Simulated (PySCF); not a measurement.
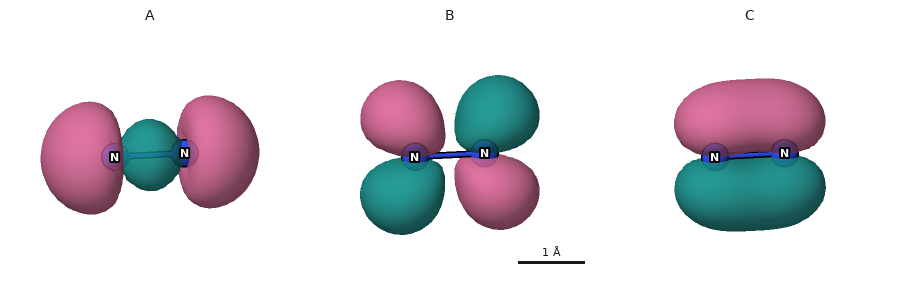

N$_{2}$. Three frontier orbitals, each drawn at the value that holds 80 % of its norm (teal and pink are the two phases), in no order; of a degenerate pair one member is drawn.

Level of theory: PBE0/x2c-SVPall, spin-free X2C-1e, Gaussian nucleus, at a bond length of 1.099 Å (PySCF).

Name the orbitals and rank them from lowest to highest energy.

Orbital C: πu, occupied, −13.10 eV; with no node between the nuclei, bonding.
Orbital A: σg, occupied, −12.03 eV; with no node between the nuclei.
Orbital B: πg, empty, −0.35 eV; antibonding, with a node between the atoms.
